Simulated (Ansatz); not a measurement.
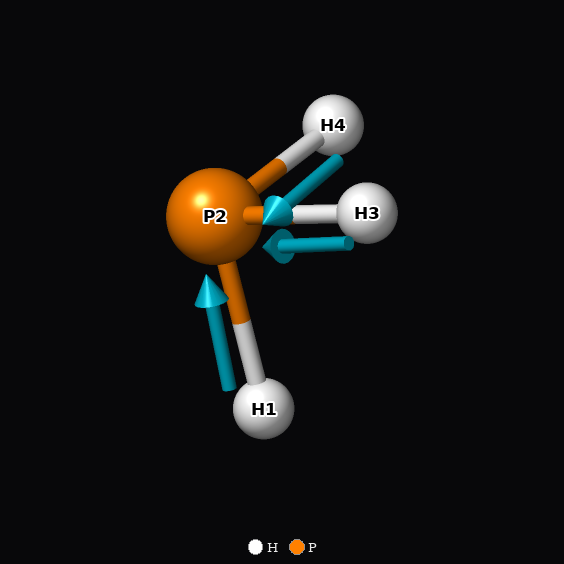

The arrows show one normal mode. Harmonic vibrations computed with RKS PBE0-D4/def2-TZVP (Ansatz 0.2.0) at a stationary point of the same level.

What kind of motion is it?

Answer. Mostly in-phase stretching of 3 P–H bonds.

Estimate its harmonic wavenumber.

Answer. 2413 cm⁻¹; it is mode 4 of 6 counted from the lowest.
